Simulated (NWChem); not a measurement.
# CH5P (SMILES C=[PH3]): an attempt with NWChem

Aim: a transition-state search of CH5P.

Program for the calculation: NWChem 7.3.0.

1 further run of the same task is left out (it didn't finish).

## 1. The system as given

CH5P has 7 atoms, charge 0, and is taken as a singlet. As SMILES, `C=[PH3]`. One bond was lengthened or shortened from a relaxed shape. The run starts from this shape.

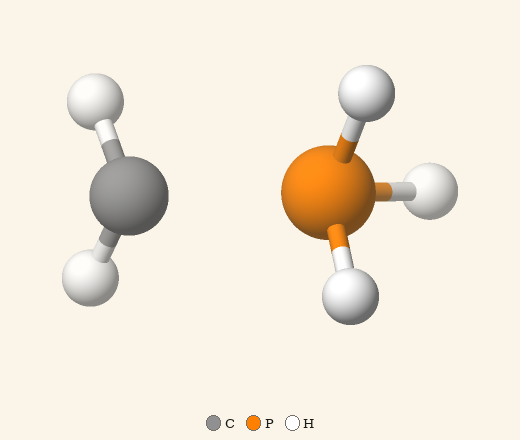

The structure, seen from a chosen angle (carbon grey, phosphorus orange, hydrogen white).

## 2. The job

File mol.nw:

```
START mol
memory total 2200 mb

GEOMETRY noautosym nocenter
  C     -0.324860    -1.372409     0.486534
  P      0.146645     0.590906    -0.098287
  H      0.335459    -2.146709     0.032381
  H     -1.435580    -1.599205     0.136746
  H      0.247119     1.268670    -1.392244
  H     -0.659847     1.472493     0.570859
  H      1.359738     0.751440     0.515338
END

BASIS spherical
  * library STO-3G
END

DFT
  xc wb97xd
  mult 1
  grid medium
  iterations 50
  print low
END

DRIVER
  maxiter 30
END

TASK dft saddle
TASK dft frequencies
```

Run with:

```
nwchem mol.nw > mol.out
```

What it wrote:

```text
Northwest Computational Chemistry Package (NWChem) 7.3.0
             --------------------------------------------------------

           Job information
           ---------------

    nwchem branch   = 7.3.0
    use scalapack   = T
    input           = mol.nw
    prefix          = mol.
    data base       = ./mol.db
    status          = startup
    nproc           =        1

           Memory information
           ------------------

    heap     =     72089600 doubles =      550.0 Mbytes
    stack    =     72089597 doubles =      550.0 Mbytes
    global   =    144179200 doubles =     1100.0 Mbytes (distinct from heap & stack)
    total    =    288358397 doubles =     2200.0 Mbytes
    verify   = yes
    hardfail = no

           Directory information
           ---------------------

  0 permanent = .
  0 scratch   = .

                                NWChem Input Module
                                -------------------

 Scaling coordinates for geometry "geometry" by  1.889725989
 (inverse scale =  0.529177249)

          ------
          auto-z
          ------
  no constraints, skipping    0.0000000000000000
  no constraints, skipping    0.0000000000000000

                             Geometry "geometry" -> ""
                             -------------------------

[... 21 lines left out ...]
            Nuclear Dipole moment (a.u.)
[... 179 lines left out ...]
 [xm11-l    ],
 [cm11-l    ],
 [mn12-l    ],
 [mn12-sx   ],
 [m06-sx    ],
 [mn15-l    ],
 [mn15      ],
 [sogga     ],
 [xsogga    ],
 [csogga    ],
 [sogga11   ],
 [xsogga11  ],
 [csogga11  ],
 [sogga11-x ],
 [xsogga11-x],
 [csogga11-x],
 [n12       ],
 [xn12      ],
 [cn12      ],
 [n12-sx    ],
 [xbnl07    ],
 [becke97-d ],
 [xcamb88   ],
 [xcampbe96 ],
 [mp2       ],
 [b2plyp    ],
 [xcamlsd   ],
 [xwpbe     ],
 [ssb-d     ],
 [kt1       ],
 [kt2       ],
 [bhlyp     ],
 [b3p86     ],
 [b3pw91    ],
 [pbe96     ],
 [dldf      ],
 [srhfexch  ],
 [hse03     ],
 [s12g      ],
 [s12h      ],
 [cam-s12g  ],
 [cam-s12h  ],
 [becke86b  ],
 [xperdew86 ],
 [xmvs15    ],
 [cvpbe09   ],
 [mvs       ],
 [hle16     ],
 [scan      ],
 [scanl     ],
 [scan0     ],
 [lb94      ],
 [rscan     ],
 [xncap     ],
 [ncap      ],
 [r2scan    ],
 [r2scanl   ],
 [xscan     ],
 [cscan     ],
 [hcth147@tz],
 [wb97      ],
 [wb97x     ],
 [wb97x-d3  ],
 [xr2scan   ],
 [cr2scan   ],
 [r2scan0   ],
 [ncapr     ],
 ------------------------------------------------------------------------
 xc_input: invalid format                   0
 ------------------------------------------------------------------------
 ------------------------------------------------------------------------
  current input line :
    19:   xc wb97xd
 ------------------------------------------------------------------------
 ------------------------------------------------------------------------
 There is an error in the input file
 ------------------------------------------------------------------------

0:xc_input: invalid format:Received an Error in Communication
  Errorcode: -1
```

It took 0.58 s on 1 thread of Intel Xeon 6975P-C (Granite Rapids), shared host; peak memory 0.075 GiB.

## 3. Reading the log

The job stopped with an error part of the way.

The log says `xc_input: invalid format                   0`. Cause: the input names a functional that the program doesn't know.
